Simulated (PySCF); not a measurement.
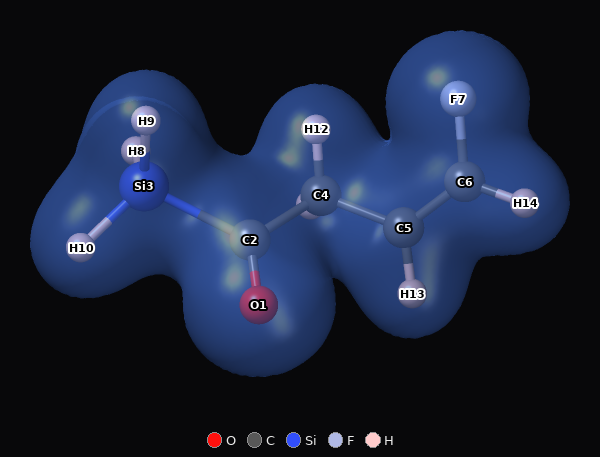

The picture shows: C$_{4}$H$_{7}$FOSi (SMILES O=C([SiH3])C/C=C\F). Isosurface of the total electron density at 0.1 e/Å³ (blue), seen across its widest extent.

Geometry: GFN2-xTB.

Level of theory: PySCF, PBE0/def2-SVPD, SCF density, gas phase.

Input file:

```
{"job": {"kind": "uv", "xc": "PBE0", "basis": "def2-SVPD", "nstates": 8, "ntriplets": 3}, "charge": 0, "multiplicity": 1}
O     -1.699228    -1.052388    -0.110860
C     -1.029530    -0.073586    -0.339388
Si    -1.847272     1.625263    -0.738029
C      0.491012    -0.099443    -0.327887
C      1.052952    -1.318041     0.323191
C      1.942281    -1.300426     1.297875
F      2.468494    -0.151334     1.767545
H     -1.050802     2.251526    -1.794583
H     -1.770123     2.417610     0.488135
H     -3.221074     1.382809    -1.156424
H      0.789635    -0.061809    -1.381456
H      0.860230     0.808967     0.151580
H      0.662279    -2.267863    -0.005692
H      2.350467    -2.161758     1.803828
```

Launched as:

```sh
OMP_NUM_THREADS=1 python probes_run.py task.json out
```

### What does this surface tell about the bonding?

At this value the surface is in one piece. It bridges the sampled C–O (1.21 Å), C–C (1.32 Å), C–F (1.35 Å) and C–Si (1.93 Å) contacts, where the density stays above the isovalue. On the grid the lowest density along these lines, outside the cores, is 2.8 e/Å³ (C–O, 1.21 Å), 2.4 e/Å³ (C–C, 1.32 Å), 1.7 e/Å³ (C–F, 1.35 Å) and 0.75 e/Å³ (C–Si, 1.93 Å).
